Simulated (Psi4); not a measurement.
# U-wB97X-D/6-31G(d) (spherical functions, sweep point 3) run of NH2 (SMILES [NH2])

Aim: the vertical ionisation energy of NH2 at U-wB97X-D/6-31G* (spherical functions, sweep point 3), from 2 runs. 

Program for the calculation: Psi4 1.11.

## Step 1: The structure to begin with

NH2 has 3 atoms, charge 0, and is taken as a doublet. SMILES: `[NH2]`. The shape is that of a GFN2-xTB optimisation.

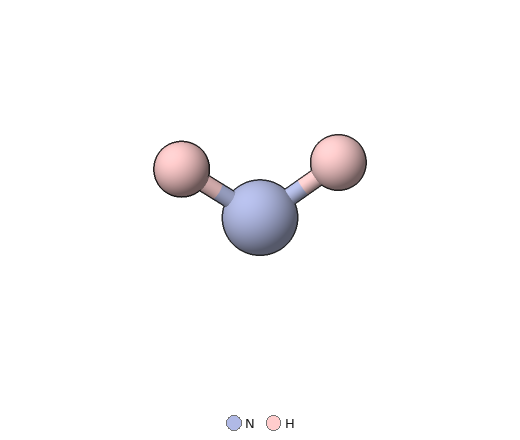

The structure, seen from a chosen angle (nitrogen light blue, hydrogen pink).

## Step 2: A single-point energy at U-wB97X-D/6-31G(d) (spherical functions, sweep point 3)

Contents of job.inp:

```
memory 1600 mb

molecule molecule1 {
  0 2
  N      0.307180    -0.182210     0.151440
  H      0.155580     0.820260     0.174790
  H     -0.462760    -0.638040    -0.326220
  symmetry c1
}

set reference uks
set puream true
set scf_type pk
set dft_radial_points 99
set dft_spherical_points 590
set maxiter 150

E, wfn = energy('wb97x-d/6-31G*', return_wfn=True)
print_variables()
```

The run is started by

```sh
$ psi4 -n 1 job.inp job.out
```

job.out:

```text
[...]
  Running in c1 symmetry.
[...]
  Nuclear repulsion =    7.623248640330202
[...]
  Multiplicity = 2
[...]
  Nalpha       = 5
  Nbeta        = 4
[...]
    Number of basis functions: 18
[...]
   @UKS iter   1:   -55.78685615733113   -4.64424e-01   1.97003e-02 DIIS/ADIIS
[...]
   @UKS iter   8:   -55.84773933690385   -2.99743e-09   2.58559e-07 DIIS
[...]
   @S^2 Observed:                7.530140662E-01
[...]
    Orbital Energies [Eh]
    ---------------------
    Alpha Occupied:
       1A    -14.462625     2A     -0.950657     3A     -0.572459
       4A     -0.393505     5A     -0.390901
    Alpha Virtual:
       6A      0.173223     7A      0.249224     8A      0.753671
       9A      0.793658    10A      0.805967    11A      0.896997
      12A      1.000413    13A      1.179318    14A      1.731266
      15A      1.768010    16A      1.771885    17A      2.208874
      18A      2.487677
    Beta Occupied:
[...]
  @UKS Final Energy:   -55.84773933690385
   => Energetics <=
    Nuclear Repulsion Energy =              7.6232486403302024
    One-Electron Energy =                 -90.3770607423295615
    Two-Electron Energy =                  32.1208842323825223
    DFT Exchange-Correlation Energy =      -5.2147655951551268
    Empirical Dispersion Energy =          -0.0000458721318878
    VV10 Nonlocal Energy =                  0.0000000000000000
    Total Energy =                        -55.8477393369038495
[...]
 Multipole Moments:
 ------------------------------------------------------------------------------------
     Multipole            Electronic (a.u.)      Nuclear  (a.u.)        Total (a.u.)
 ------------------------------------------------------------------------------------
 L = 1.  Multiply by 2.5417464519 to convert [e a0] to [Debye]
 Dipole X            :          0.1411766           -0.8411302           -0.6999536
 Dipole Y            :         -0.0754395            0.4500467            0.3746073
 Dipole Z            :         -0.0000000            0.0000000           -0.0000000
 Magnitude           :                                                    0.7938927
[...]
```

Wall time 2.9 s (1 thread of Intel Xeon 6975P-C (Granite Rapids), shared host); peak memory 0.3 GiB.

## Step 3: The singlet cation

Contents of job.in:

```
memory 1600 mb

molecule system {
  1 1
  N      0.307180    -0.182210     0.151440
  H      0.155580     0.820260     0.174790
  H     -0.462760    -0.638040    -0.326220
  units angstrom
  symmetry c1
}

set reference rks
set puream true
set scf_type pk
set dft_radial_points 99
set dft_spherical_points 590

energy('wb97x-d/6-31G*')
```

The run is started by

```sh
$ psi4 -n 1 job.in job.out
```

job.out:

```text
[...]
  Running in c1 symmetry.
[...]
  Nuclear repulsion =    7.623248640330202
[...]
  Multiplicity = 1
[...]
  Nalpha       = 4
  Nbeta        = 4
[...]
    Number of basis functions: 18
[...]
   @RKS iter   1:   -55.37201156681783   -4.95797e-02   8.89273e-03 ADIIS/DIIS
[...]
   @RKS iter   7:   -55.38852420299806   -1.04817e-09   1.36520e-07 DIIS
[...]
    Orbital Energies [Eh]
    ---------------------
    Doubly Occupied:
       1A    -14.997373     2A     -1.381061     3A     -1.006269
       4A     -0.829059
[...]
  @RKS Final Energy:   -55.38852420299806
   => Energetics <=
    Nuclear Repulsion Energy =              7.6232486403302024
    One-Electron Energy =                 -86.1809439960420747
    Two-Electron Energy =                  28.1699955491946668
    DFT Exchange-Correlation Energy =      -5.0007785243489744
    Empirical Dispersion Energy =          -0.0000458721318878
    VV10 Nonlocal Energy =                  0.0000000000000000
    Total Energy =                        -55.3885242029980631
[...]
 Multipole Moments:
 ------------------------------------------------------------------------------------
     Multipole            Electronic (a.u.)      Nuclear  (a.u.)        Total (a.u.)
 ------------------------------------------------------------------------------------
 L = 1.  Multiply by 2.5417464519 to convert [e a0] to [Debye]
 Dipole X            :          0.0211340           -0.8411302           -0.8199962
 Dipole Y            :         -0.0112881            0.4500467            0.4387586
 Dipole Z            :          0.0000000            0.0000000            0.0000000
 Magnitude           :                                                    0.9300016
[...]
```

Wall time 2.8 s (1 thread of Intel Xeon 6975P-C (Granite Rapids), shared host); peak memory 0.3 GiB.

## Step 4: Summary of results

Level: U-wB97X-D/6-31G* (spherical functions, sweep point 3).

| quantity | value |
| --- | --- |
| doublet NH2: total energy | -55.84774 Eh |
| doublet NH2: dipole moment | 2.02 D |
| doublet NH2: HOMO energy (highest over α and β) | -9.95 eV |
| doublet NH2: LUMO energy (lowest over α and β) | -0.31 eV |
| doublet NH2: dispersion energy | -0.12 kJ/mol |
| doublet NH2: ⟨S²⟩ | 0.753 |
| singlet cation: total energy | -55.38852 Eh |
| singlet cation: HOMO energy | -22.56 eV |
| singlet cation: LUMO energy | -14.08 eV |
| singlet cation: HOMO–LUMO gap | 8.48 eV |
| singlet cation: dispersion energy | -0.12 kJ/mol |
| vertical ionisation energy (to the singlet cation) | 12.496 eV |

In words: Removing an electron at fixed nuclei costs 12.50 eV (288 kcal/mol). Only the singlet of the ionised species was computed; a triplet could lie lower.
